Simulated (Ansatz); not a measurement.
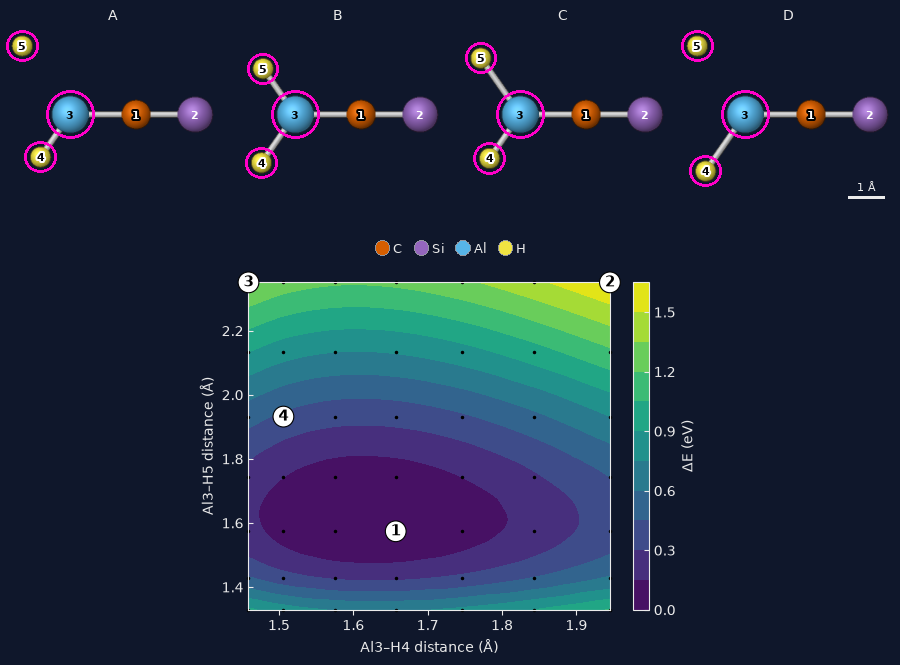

CH₂AlSi (charge −1): the Al3–H4 distance and the Al3–H5 distance are varied on a grid, with the rest of the molecule carried along rigidly. The map is interpolated between the computed points (dots). The frames are shuffled; each belongs to one numbered point. Style: ball-and-stick. Shown face on. The ringed atoms are those of the scanned coordinates.

Level of theory: PBE0-D4 (def2-TZVPPD, Ansatz), on geometries moved rigidly from the minimum at PBE0-D4/def2-TZVPD. Energies are counted from the PBE0-D4/def2-TZVPD minimum geometry at the same level.

**Which frame belongs to which numbered point?**

Point 1 is frame B, at (1.657, 1.574) and 0.019 eV; 2 is frame D, at (1.945, 2.351) and 1.649 eV; 3 is frame A, at (1.459, 2.351) and 1.363 eV; 4 is frame C, at (1.506, 1.932) and 0.419 eV. In pairs of (Al3–H4 distance (Å); Al3–H5 distance (Å)): the lowest computed point lies at (1.657, 1.574) (0.019 eV), the highest at (1.945, 2.351) (1.649 eV).  Over the ranges scanned the energy rises more along the second axis, the Al3–H5 distance.
